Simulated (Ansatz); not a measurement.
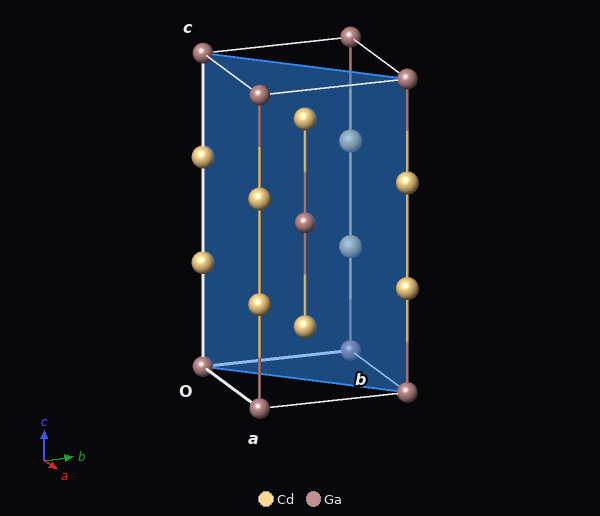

Crystal: Cd2Ga, coordinates from a relaxation with DFT r2SCAN, scalar-relativistic, plane waves, PAW in Ansatz 0.2.0; the starting structure was generated, so it need not be a known form of this composition. Every member of one family of equally spaced planes, hx + ky + lz = a whole number, that cuts the unit cell is shaded (one member passes through the origin O). Symmetry computed with spglib at a tolerance of 0.002 Å; standard conventional cell.

a = 3.958 Å, b = 3.958 Å, c = 8.181 Å, α = 90.00°, β = 90.00°, γ = 90.00°.

Q: What are the Miller indices?

A: (1 −1 0); the opposite sign names the same planes. The member next to the origin meets the axes a at 1, b at −1, c never.

Q: What is the spacing?

A: d = 2.799 Å.

Q: Which atoms of the cell lie in these planes (within 0.03 Å)?

A: all 4 Cd, all 2 Ga.

Q: The space group is I4/mmm, No. 139. How many reflections hkl are equivalent to this one (itself included), and does it occur?

A: 4 reflections are equivalent in the Laue class 4/mmm. The space group allows the reflection.
